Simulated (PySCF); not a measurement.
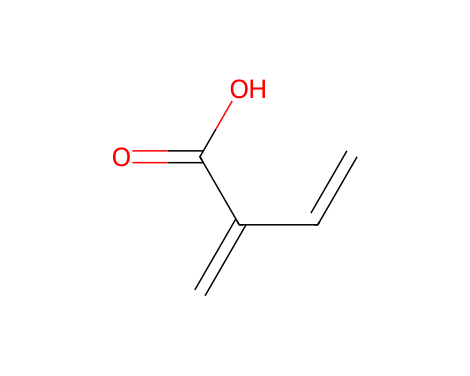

2D structure.

Transcribe the drawing into SMILES.

C=CC(=C)C(=O)O

Give the formula, hydrogens included.

C5H6O2.

An optimisation with GFN2-xTB gave a structure of which point group?

Cs. Other conformers may differ.

The parts below concern this one geometry. Atoms keep their numbers from picture to picture. Computed geometry: GFN2-xTB optimisation. No frequency run is at hand to confirm it as a minimum.

Dipole moment

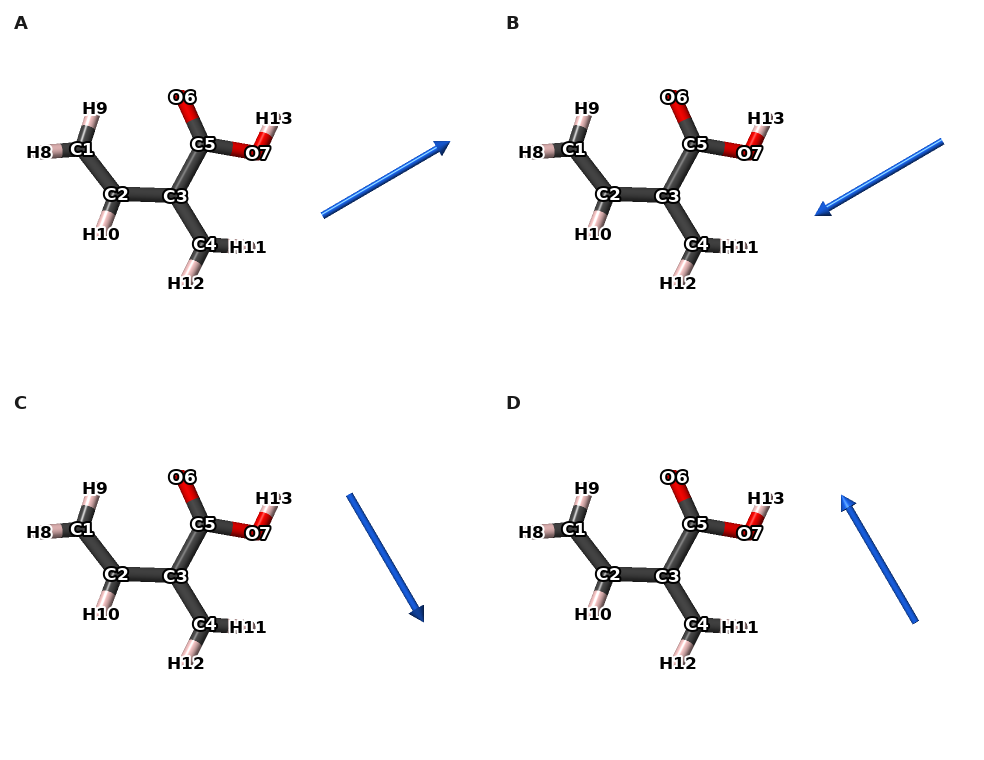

The same molecule four times, each with an arrow. No frequency run is at hand to confirm it as a minimum. Level of theory: ωB97X-D/def2-SVPD, gas phase (PySCF 2.14.0).

Which arrow points along the dipole moment, from the negative to the positive end?

C. The dipole moment is 1.91 D; it points from the side of H9 to the side of H11, H12 (the outermost atoms at the two ends).

Excitation

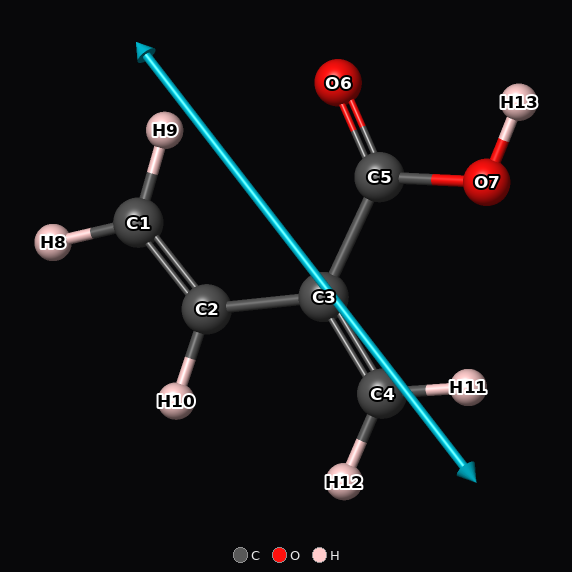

The double arrow shows the direction of the transition dipole to excited singlet state 2 (its length means nothing). No frequency run is at hand to confirm it as a minimum. Method: TDDFT ωB97X-D/def2-SVPD, vertical, gas phase, core orbitals frozen in the response (PySCF 2.14.0).

How is the transition polarised?

In the molecular plane, nearly parallel to the C1–C2 bond.

Give its energy, strength and character.

5.16 eV (240 nm), oscillator strength 0.23, mainly HOMO → LUMO (weight 0.94); transition dipole 3.46 D.

Polarisability

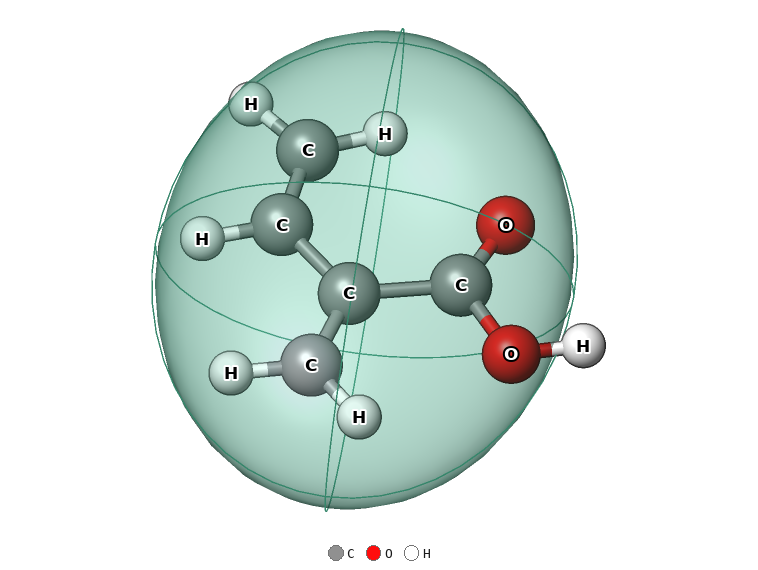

The ellipsoid shows the static dipole polarisability: its half-axes are proportional to the principal values. No frequency run is at hand to confirm it as a minimum. Level of theory: ωB97X-D/def2-SVPD (PySCF 2.14.0).

Give the principal values, the mean and the anisotropy.

Principal values 43.3, 69.5, 97.8 bohr³; mean 70.2 bohr³ (10.40 Å³); anisotropy 47.2 bohr³, so the longest axis is 2.26 times the shortest.

Core levels

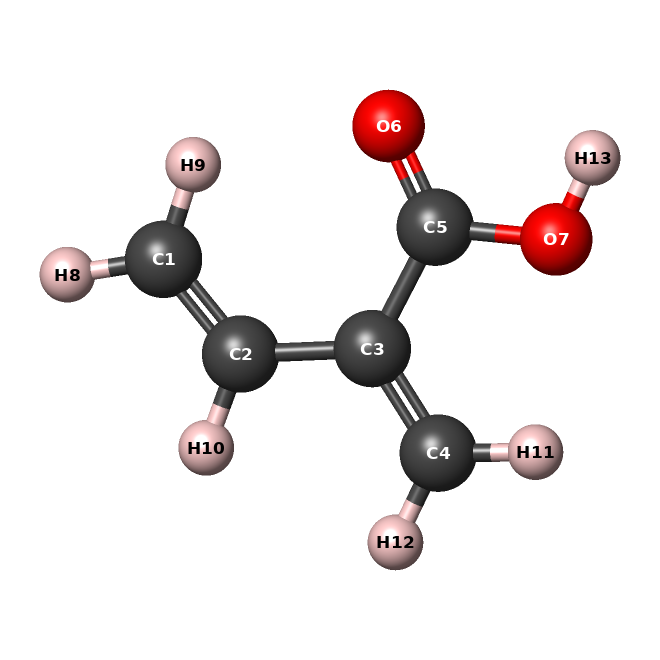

No frequency run is at hand to confirm it as a minimum. Method: delta-SCF UKS SCAN, pcX-2 on the ionised atom, pcseg-1 elsewhere, spin-free X2C (PySCF 2.14.0).

Give the core-electron binding energies (to vacuum) of C1 1s, C2 1s, C3 1s, C4 1s, C5 1s, O6 1s, O7 1s.

```tsv
atom	level	binding energy (eV)
C1	1s	289.9
C2	1s	290.7
C3	1s	291.3
C4	1s	290.3
C5	1s	294.7
O6	1s	537.7
O7	1s	539.9
```
